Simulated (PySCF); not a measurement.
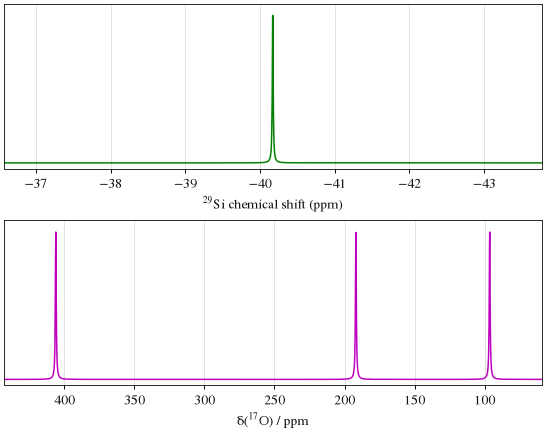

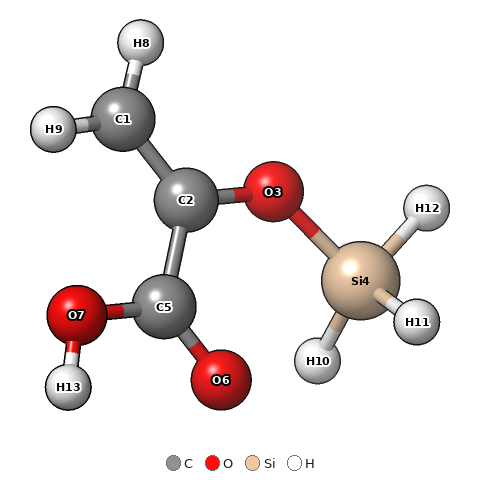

Spectrum and numbered structure of C₃H₆O₃Si, SMILES C=C(O[SiH3])C(=O)O. GIAO shifts, PBE0/pcSseg-1 with PySCF, at a GFN2-xTB geometry (no frequency check), against TMS for ²⁹Si and H₂O for ¹⁷O computed at the same level (¹⁷O: a single water molecule, while the usual scale starts at liquid water and gives values some tens of ppm lower). Gas phase, fully decoupled, line heights follow the number of nuclei, widths are arbitrary (no quadrupolar broadening); values of one conformer, averaged over methyl-type rotors and exact or near symmetry; other conformers aren't averaged in.

Question: Where does the ²⁹Si line lie?

Answer: At −40.2 ppm (Si4).

Question: Which atoms give which ¹⁷O line?

Answer:
| δ (ppm) | nuclei | atoms |
| --- | --- | --- |
| 406.1 | 1 | O6 |
| 191.9 | 1 | O7 |
| 96.4 | 1 | O3 |

Known limits of this run: the tight-binding geometry is rougher than a DFT one and adds to the error.
